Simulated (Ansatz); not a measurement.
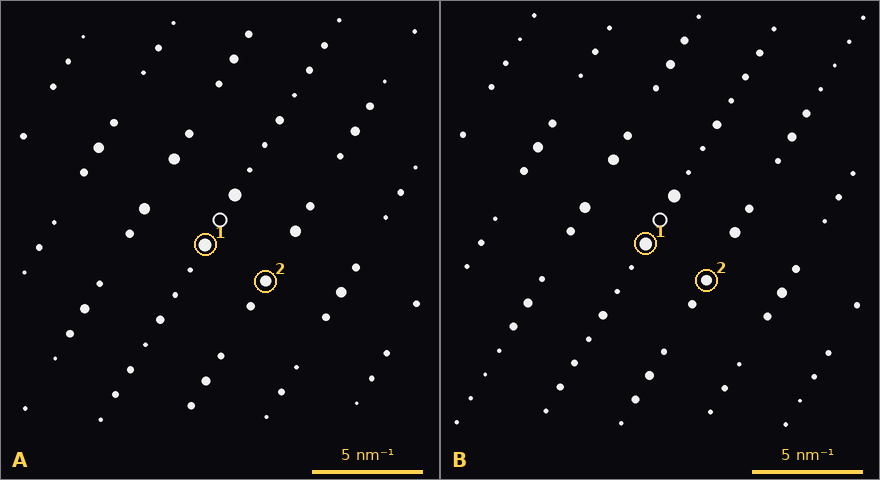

Kinematic electron diffraction patterns (120 kV, B = 0.5 Å², same scale) along [110] of the run's own cell, for the start and the end of one relaxation of KNi with DFT PBE, scalar-relativistic, plane waves, PAW in Ansatz. k mesh 12×10×6. The start is a generated model structure, and the relaxation ends in the nearest stationary point of its symmetry, not necessarily the ground state. Spot 1 is 0 0 -1 and spot 2 is -1 1 -1 in both.

Start structure:

```
CELL_PARAMETERS angstrom
4.16290 0.00000 0.00000
0.00000 4.67450 0.00000
0.00000 0.00000 7.54069
ATOMIC_POSITIONS crystal
K 0.75000 0.00000 0.76458
K 0.25000 0.00000 0.23542
Ni 0.75000 0.50000 0.05315
Ni 0.25000 0.50000 0.94685
```

Which pattern belongs to the start structure, and which to the relaxed one?

Answer. A is the start: its cell gives d(1) = 7.541 Å, d(2) = 2.874 Å and an angle of 67.6°. B is the relaxed structure, with d(1) = 7.890 Å (+4.6 %), d(2) = 2.877 Å (+0.1 %) and 68.6°.

Summarise the relaxation behind the change.

Answer. The volume changed by +3.5 % to 37.95 Å³ an atom; with the mean shift removed, the atoms moved by up to 0.05 Å relative to the cell (K most); the space group stayed Pmma (No. 51); the free energy fell by 1.4 meV an atom. Relaxed cell: a = 4.124 Å, b = 4.665 Å, c = 7.890 Å, α = 90.00°, β = 90.00°, γ = 90.00°.
